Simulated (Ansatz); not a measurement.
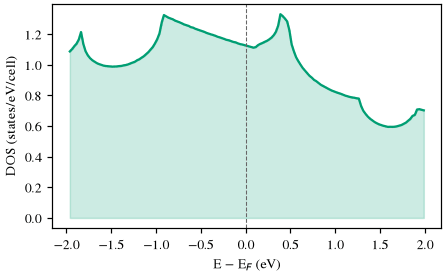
Figure. Density of states of PtGa2 (Fm-3m) near the Fermi level, PBEsol, rigid bands in Ansatz (a first-principles code).

With 3 atoms a cell, what bare Sommerfeld coefficient γ = (π²/3) k_B² N(E_F) follows?

N(E_F) ≈ 1.13 states/eV a cell at 300 K, so γ ≈ 0.89 mJ/(mol of atoms·K²), before electron-phonon enhancement.

How far does the Fermi level move in a rigid band for 0.1 electron a cell added or removed?

89 meV and -88 meV.

A metal at this level (no band gap); rigid bands, thermally averaged at 300 K, both spins. Spin-orbit coupling is left out, which matters with elements this heavy. Geometry: cell and atoms relaxed with PBEsol.

Formula and space group known from diffraction (Crystallography Open Database), not checked to be the room-temperature form: PtGa2 (Fm-3m).
